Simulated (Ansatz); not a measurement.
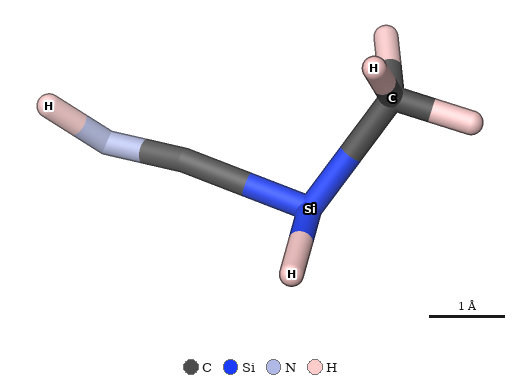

Fig. 1: The input geometry (stick view, seen at a tilt). Bond lengths as drawn: C–H 1.10 Å, C–N 1.21 Å, C–Si 1.82 to 1.92 Å, H–N 1.03 Å and H–Si 1.51 Å.

**Nudged elastic band, with input and output: C₂H₅NSi**

C₂H₅NSi, computed with UKS B3LYP/cc-pVDZ (Ansatz 0.2.0).

One setting was made poor on purpose. It belongs to a series of runs on one base structure; here: band between the two ends.

The input:
```yaml
crystal:
  periodic: [false, false, false]
  atoms:
    - { symbol: C, position_ang: [-1.255914, 0.723829, -0.551942] }
    - { symbol: Si, position_ang: [0.01168, -0.697485, -0.797358] }
    - { symbol: C, position_ang: [1.03695, -0.773172, 0.709898] }
    - { symbol: "N", position_ang: [1.549904, -1.254814, 1.700239] }
    - { symbol: H, position_ang: [-1.802399, 0.591083, 0.39507] }
    - { symbol: H, position_ang: [-1.995147, 0.678857, -1.368363] }
    - { symbol: H, position_ang: [-0.789625, 1.720876, -0.561938] }
    - { symbol: H, position_ang: [1.048247, -0.279305, -1.808982] }
    - { symbol: H, position_ang: [2.196296, -0.709868, 2.283377] }
magnetization:
  spin_polarized: true
basis:
  gaussian: { orbitals: cc-pVDZ }
hamiltonian:
  xc: b3lyp
neb:
  order_check: false
  images: 5
  f_tol: 0.05
  max_iterations: 60
  spring: 50.0
  final_atoms:
    - { symbol: C, position_ang: [-1.09941348, 1.24263921, -0.33574527] }
    - { symbol: Si, position_ang: [-0.24646967, -0.23031703, -0.90176824] }
    - { symbol: C, position_ang: [0.92565807, -0.89781631, 0.52311864] }
    - { symbol: "N", position_ang: [1.30683983, -0.69992651, 1.66159158] }
    - { symbol: H, position_ang: [-1.94221956, 1.15673874, 0.36052521] }
    - { symbol: H, position_ang: [-1.10406426, -1.4271593, -1.14551538] }
    - { symbol: H, position_ang: [-0.5670439, 2.19979824, -0.281667] }
    - { symbol: H, position_ang: [0.73759756, -0.03017566, -2.00578337] }
    - { symbol: H, position_ang: [1.9891074, -1.31378039, 2.12524483] }
  initial_path:
    images:
      - { positions_ang: [[-1.255914, 0.723829, -0.551942], [0.01168, -0.697485, -0.797358], [1.03695, -0.773172, 0.709898], [1.549904, -1.254814, 1.700239], [-1.802399, 0.591083, 0.39507], [-1.995147, 0.678857, -1.368363], [-0.789625, 1.720876, -0.561938], [1.048247, -0.279305, -1.808982], [2.196296, -0.709868, 2.283377]] }
      - { positions_ang: [[-1.26837593, 0.82155503, -0.54674165], [0.03436488, -0.55734109, -0.7601292], [1.06041032, -0.70154403, 0.71843839], [1.49753607, -1.29692441, 1.67061453], [-1.78215947, 0.72943944, 0.41407331], [-1.84238417, 0.2698675, -1.31449922], [-0.82884665, 1.81978654, -0.61395043], [0.96452594, -0.2359613, -1.85575946], [2.164921, -0.84887667, 2.28795473]] }
      - { positions_ang: [[-1.28083786, 0.91928106, -0.5415413], [0.05704976, -0.41719718, -0.7229004], [1.08387065, -0.62991607, 0.72697878], [1.44516814, -1.33903482, 1.64099006], [-1.76191993, 0.86779588, 0.43307662], [-1.68962135, -0.139122, -1.26063545], [-0.86806829, 1.91869707, -0.66596285], [0.88080488, -0.1926176, -1.90253692], [2.133546, -0.98788534, 2.29253245]] }
      - { positions_ang: [[-1.29329979, 1.01700709, -0.53634095], [0.07973464, -0.27705327, -0.6856716], [1.10733097, -0.5582881, 0.73551917], [1.39280021, -1.38114522, 1.61136559], [-1.7416804, 1.00615232, 0.45207993], [-1.53685852, -0.54811151, -1.20677167], [-0.90728994, 2.01760761, -0.71797528], [0.79708383, -0.1492739, -1.94931438], [2.102171, -1.12689401, 2.29711018]] }
      - { positions_ang: [[-1.22867102, 1.0922178, -0.46947572], [-0.02900013, -0.26147452, -0.75770381], [1.04677333, -0.67146417, 0.66471899], [1.36414675, -1.15407232, 1.62810759], [-1.80852678, 1.05634779, 0.42156169], [-1.39259377, -0.84112744, -1.18635291], [-0.79387459, 2.07833782, -0.57253919], [0.77725507, -0.10957449, -1.96813737], [2.06448313, -1.18918947, 2.23982173]] }
      - { positions_ang: [[-1.16404225, 1.16742851, -0.4026105], [-0.1377349, -0.24589577, -0.82973603], [0.9862157, -0.78464024, 0.59391881], [1.33549329, -0.92699941, 1.64484958], [-1.87537317, 1.10654326, 0.39104345], [-1.24832901, -1.13414337, -1.16593414], [-0.68045924, 2.13906803, -0.42710309], [0.75742632, -0.06987508, -1.98696037], [2.02679526, -1.25148493, 2.18253328]] }
      - { positions_ang: [[-1.09941348, 1.24263921, -0.33574527], [-0.24646967, -0.23031703, -0.90176824], [0.92565807, -0.89781631, 0.52311864], [1.30683983, -0.69992651, 1.66159158], [-1.94221956, 1.15673874, 0.36052521], [-1.10406426, -1.4271593, -1.14551538], [-0.5670439, 2.19979824, -0.281667], [0.73759756, -0.03017566, -2.00578337], [1.9891074, -1.31378039, 2.12524483]] }
```

Launch command:
```bash
ansatz run input.yaml --threads 2 --pin off --max-ram 3072MiB --backend cpu --events-out ev --progress --plain --runs-dir out
```

The program's output:
```
Engine: ansatz 0.2.0, x86_64-unknown-linux-gnu
Functional definition: B3LYP
  parameter a0 = 0.2
  parameter ax = 0.72
  parameter ac = 0.81
  exchange = (1 - a0 - ax)*slater_x + ax*b88_x + a0*exact_x
  correlation = (1 - ac)*vwn_rpa_c + ac*lyp_c
923 factors; integrals over basis functions are off by at most 3.2e-4 eV
mean field evaluation 1: about -11513.5204 eV, gradient 4.1e1 eV
mean field evaluation 2: about -11501.2600 eV, gradient 6.1e1 eV
mean field evaluation 4: about -11521.5874 eV, gradient 3.9e0 eV
mean field evaluation 8: about -11521.6910 eV, gradient 1.8e-1 eV
mean field evaluation 16: about -11521.6913 eV, gradient 1.9e-5 eV
mean field -11521.69125661 eV, -423.4143439974 hartree, gradient 1.9e-5 eV, S^2 0.000000; 1 other end points of the search recorded, 0 dependent functions left out
the calculation of the forces begins
reference -11521.69149867 eV, -423.4143528931 hartree; 19, 19 occupied and 66, 66 virtual orbitals, 923 factors
923 factors; integrals over basis functions are off by at most 5.8e-4 eV
mean field evaluation 32: about -11520.1822 eV, gradient 1.2e-2 eV
mean field -11520.27782806 eV, -423.3624014564 hartree, gradient 1.2e-5 eV, S^2 0.438688; 4 other end points of the search recorded, 0 dependent functions left out
[... from here on the field's lines of each further geometry are left out, up to the last ...]
NEB iter   1: max|band force component| = 8.929e0 eV/Å  barrier→ = 3.7442 eV  barrier← = 2.3308 eV  Δτ_max = 0.2000 Å  (538 SCF iters)
NEB iter   2: max|band force component| = 2.087e0 eV/Å  barrier→ = 3.0164 eV  barrier← = 1.6030 eV  Δτ_max = 0.1988 Å  (247 SCF iters)
NEB iter   3: max|band force component| = 1.530e0 eV/Å  barrier→ = 2.8592 eV  barrier← = 1.4458 eV  Δτ_max = 0.1921 Å  (239 SCF iters)
NEB iter   4: max|band force component| = 1.644e0 eV/Å  barrier→ = 2.9555 eV  barrier← = 1.5421 eV  Δτ_max = 0.1001 Å  (241 SCF iters)
NEB iter   5: max|band force component| = 1.310e0 eV/Å  barrier→ = 2.9538 eV  barrier← = 1.5404 eV  Δτ_max = 0.0920 Å  (191 SCF iters)
NEB iter   6: max|band force component| = 5.176e-1 eV/Å  barrier→ = 2.8660 eV  barrier← = 1.4525 eV  Δτ_max = 0.0774 Å  (204 SCF iters)
NEB iter   7: max|band force component| = 5.330e-1 eV/Å  barrier→ = 2.8553 eV  barrier← = 1.4419 eV  CI = image 3  Δτ_max = 0.0462 Å  (202 SCF iters)
NEB iter   8: max|band force component| = 1.860e-1 eV/Å  barrier→ = 2.8736 eV  barrier← = 1.4601 eV  CI = image 3  Δτ_max = 0.0612 Å  (188 SCF iters)
NEB iter   9: max|band force component| = 1.902e-1 eV/Å  barrier→ = 2.8720 eV  barrier← = 1.4586 eV  CI = image 3  Δτ_max = 0.0309 Å  (190 SCF iters)
NEB iter  10: max|band force component| = 2.364e-1 eV/Å  barrier→ = 2.8685 eV  barrier← = 1.4551 eV  CI = image 3  Δτ_max = 0.0155 Å  (188 SCF iters)
NEB iter  11: max|band force component| = 1.016e-1 eV/Å  barrier→ = 2.8675 eV  barrier← = 1.4541 eV  CI = image 3  Δτ_max = 0.0263 Å  (183 SCF iters)
NEB iter  12: max|band force component| = 7.462e-2 eV/Å  barrier→ = 2.8673 eV  barrier← = 1.4538 eV  CI = image 3  Δτ_max = 0.0248 Å  (173 SCF iters)
NEB iter  13: max|band force component| = 6.453e-2 eV/Å  barrier→ = 2.8672 eV  barrier← = 1.4538 eV  CI = image 3  Δτ_max = 0.0086 Å  (168 SCF iters)
the calculation of the forces begins
reference -11520.15983090 eV, -423.3580651407 hartree; 19, 19 occupied and 66, 66 virtual orbitals, 923 factors
923 factors; integrals over basis functions are off by at most 8.8e-4 eV
mean field evaluation 864: about -11518.7629 eV, gradient 4.5e-1 eV
mean field -11518.82408932 eV, -423.3089775433 hartree, gradient 4.3e-5 eV, S^2 0.541048; 6 other end points of the search recorded, 0 dependent functions left out
the calculation of the forces begins
reference -11518.82434107 eV, -423.3089867947 hartree; 19, 19 occupied and 66, 66 virtual orbitals, 923 factors
NEB iter  14: max|band force component| = 2.845e-2 eV/Å  barrier→ = 2.8672 eV  barrier← = 1.4537 eV  CI = image 3  Δτ_max = 0.0000 Å  (485 SCF iters)
```

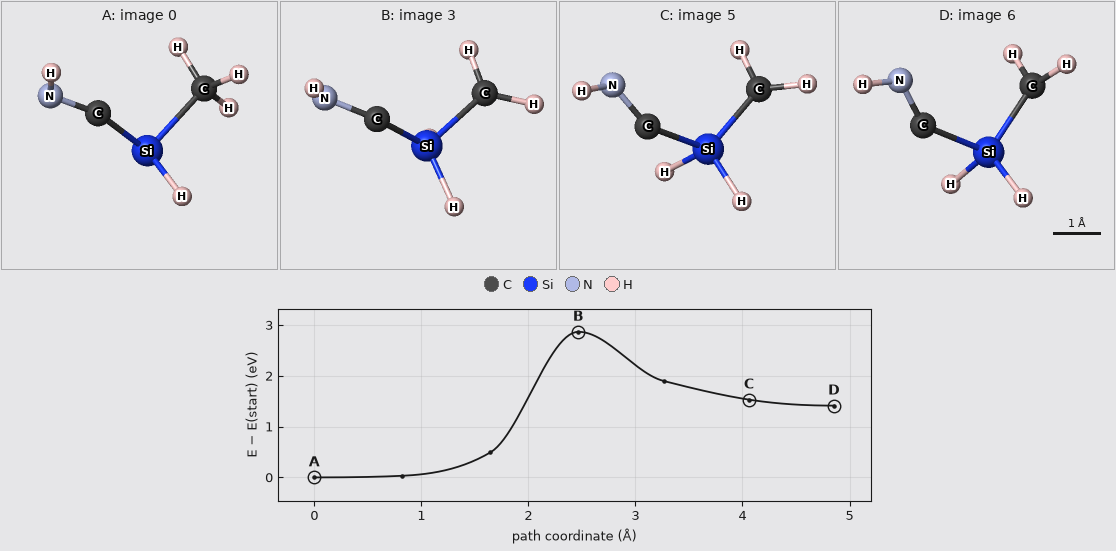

Fig. 2: Images of the last band (counted from 0; ball-and-stick, seen at a tilt) above the energy along the path; the line is a cubic interpolation that uses the forces. The highest image is number 3, 2.867 eV above the start and 1.454 eV above the end (the climbing image); the end lies 1.413 eV above the start. The path is 4.86 Å long. The band converged in 14 iterations.

```
Total energy: -11518.82434107 eV, -423.3089867947 hartree
Atom 0 at    -1.152905     1.148692    -0.429331 Å, force    -0.001116     0.002945     0.000212 eV/Å
Atom 1 at     0.054574    -0.219020    -0.636800 Å, force     0.005346     0.001064     0.000290 eV/Å
Atom 2 at     1.248700    -0.654981     0.753757 Å, force    -0.001582    -0.002793    -0.003578 eV/Å
Atom 3 at     1.380634    -1.448414     1.686763 Å, force     0.001048     0.002231     0.001438 eV/Å
Atom 4 at    -1.908091     1.074330     0.360044 Å, force     0.000591    -0.000889    -0.000159 eV/Å
Atom 5 at    -1.469446    -0.465862    -1.016663 Å, force    -0.002533    -0.002189     0.000084 eV/Å
Atom 6 at    -1.264681     1.994135    -1.119374 Å, force     0.000268    -0.000409     0.000643 eV/Å
Atom 7 at     0.882004    -0.071038    -1.866373 Å, force    -0.000833     0.000502     0.000038 eV/Å
Atom 8 at     2.229204    -1.357841     2.267979 Å, force    -0.001189    -0.000462     0.001032 eV/Å
Dipole moment:     0.106658     0.128084     0.098253 e Å
this run last wrote the band of iteration 14 to [file]
```

The last band as extended XYZ (Å, eV, eV/Å):
```
9
Properties=species:S:1:pos:R:3:forces:R:3 image=0 energy=-11521.69126
C    -1.2559    0.7238   -0.5519    0.0039   0.0037  -0.0080
Si    0.0117   -0.6975   -0.7974   -0.0037   0.0065  -0.0111
C     1.0370   -0.7732    0.7099   -0.0004  -0.0013   0.0086
N     1.5499   -1.2548    1.7002    0.0116  -0.0070  -0.0055
H    -1.8024    0.5911    0.3951    0.0002  -0.0019   0.0083
H    -1.9951    0.6789   -1.3684    0.0018   0.0006  -0.0026
H    -0.7896    1.7209   -0.5619   -0.0016  -0.0019   0.0019
H     1.0482   -0.2793   -1.8090   -0.0061  -0.0050   0.0007
H     2.1963   -0.7099    2.2834   -0.0056   0.0063   0.0078
9
Properties=species:S:1:pos:R:3:forces:R:3 image=1 energy=-11521.65891
C    -1.2855    0.7388   -0.5824   -0.0032  -0.0238   0.0028
Si    0.1201   -0.5466   -0.7847   -0.0195  -0.0453  -0.0357
C     1.0654   -0.7687    0.7466   -0.0156  -0.0089  -0.0111
N     1.5395   -1.3924    1.6810    0.0074   0.0131  -0.0089
H    -1.5945    0.8507    0.4684    0.0286  -0.0338   0.0129
H    -2.1573    0.3742   -1.1479   -0.0519   0.0551  -0.0118
H    -1.0063    1.7277   -0.9787    0.0388  -0.0108   0.0306
H     1.1570   -0.0584   -1.7558    0.0295   0.0064   0.0182
H     2.1616   -0.9253    2.3534   -0.0140   0.0480   0.0030
9
Properties=species:S:1:pos:R:3:forces:R:3 image=2 energy=-11521.19878
C    -1.2823    0.8595   -0.5567   -0.2382  -0.5293  -0.2127
Si    0.2282   -0.2512   -0.6066    0.3139  -0.0443   0.0500
C     1.1967   -0.6975    0.8017   -0.0979  -0.1020   0.0831
N     1.4898   -1.4882    1.7016    0.1990  -0.1054  -0.0138
H    -1.7868    1.0323    0.4038    0.2150  -0.1005   0.1009
H    -1.8514    0.0493   -1.0774   -0.6885   0.9719  -0.1296
H    -1.2433    1.7973   -1.1425    0.0371  -0.3331   0.0111
H     0.9976   -0.0850   -1.8636    0.2248   0.0392   0.0062
H     2.2514   -1.2165    2.3397    0.0348   0.2036   0.1048
9
Properties=species:S:1:pos:R:3:forces:R:3 image=3 energy=-11518.82409
C    -1.1529    1.1487   -0.4293   -0.0011   0.0029   0.0002
Si    0.0546   -0.2190   -0.6368    0.0053   0.0011   0.0003
C     1.2487   -0.6550    0.7538   -0.0016  -0.0028  -0.0036
N     1.3806   -1.4484    1.6868    0.0010   0.0022   0.0014
H    -1.9081    1.0743    0.3600    0.0006  -0.0009  -0.0002
H    -1.4694   -0.4659   -1.0167   -0.0025  -0.0022   0.0001
H    -1.2647    1.9941   -1.1194    0.0003  -0.0004   0.0006
H     0.8820   -0.0710   -1.8664   -0.0008   0.0005   0.0000
H     2.2292   -1.3578    2.2680   -0.0012  -0.0005   0.0010
9
Properties=species:S:1:pos:R:3:forces:R:3 image=4 energy=-11519.79205
C    -1.1003    1.3224   -0.3409    0.0444   0.1485   0.0654
Si   -0.0586   -0.1602   -0.6880   -0.1024   0.0436  -0.0428
C     1.1745   -0.6017    0.7090   -0.0630   0.0612  -0.0334
N     1.2931   -1.4486    1.6030   -0.0721   0.0265  -0.0563
H    -1.9014    1.2158    0.4002    0.0047   0.1293   0.0246
H    -1.1989   -1.0868   -0.9869    0.2426  -0.5777   0.0361
H    -1.1805    2.1814   -1.0121    0.0698   0.1507   0.0701
H     0.8291   -0.0145   -1.8798   -0.0523   0.0258  -0.0139
H     2.1428   -1.4077    2.1955   -0.0717  -0.0079  -0.0497
9
Properties=species:S:1:pos:R:3:forces:R:3 image=5 energy=-11520.15958
C    -1.1593    1.2926   -0.3819   -0.0422  -0.0258  -0.0171
Si   -0.1608   -0.1533   -0.7948   -0.0583  -0.0063  -0.0619
C     1.1074   -0.8352    0.5448   -0.0422  -0.1017  -0.0818
N     1.2548   -1.0093    1.7425   -0.0008   0.2367   0.0499
H    -1.9071    1.2450    0.4175   -0.0096   0.0127   0.0003
H    -1.0194   -1.3635   -0.9539    0.1086  -0.1609   0.0209
H    -0.9207    2.2993   -0.7385    0.1377   0.0600   0.1423
H     0.7443    0.0453   -1.9628   -0.0380   0.0305  -0.0348
H     2.0608   -1.5210    2.1270   -0.0552  -0.0453  -0.0179
9
Properties=species:S:1:pos:R:3:forces:R:3 image=6 energy=-11520.27783
C    -1.0994    1.2426   -0.3357   -0.0018   0.0035   0.0020
Si   -0.2465   -0.2303   -0.9018    0.0003   0.0002  -0.0005
C     0.9257   -0.8978    0.5231    0.0025  -0.0005   0.0069
N     1.3068   -0.6999    1.6616   -0.0012  -0.0004  -0.0035
H    -1.9422    1.1567    0.3605    0.0021   0.0001  -0.0014
H    -1.1041   -1.4272   -1.1455    0.0000  -0.0008  -0.0003
H    -0.5670    2.1998   -0.2817   -0.0012  -0.0022  -0.0001
H     0.7376   -0.0302   -2.0058    0.0003  -0.0002  -0.0009
H     1.9891   -1.3138    2.1252   -0.0011   0.0003  -0.0022
```

Summary:

| quantity | value |
| --- | --- |
| outcome | converged |
| barrier, forward | 2.867 eV |
| barrier, backward | 1.454 eV |
| hardware | 2 threads of Intel Xeon (Granite Rapids), 16 GiB of memory available, shared host |
| wall time | 2.3 min (CPU time 4.4 min) |
| peak memory | 0.27 GiB |

A deliberately poor setting: spring. ⟨S²⟩ is 0.54 against 0.00 for a pure state: the solution is spin-contaminated. The order of the saddle point was not checked.
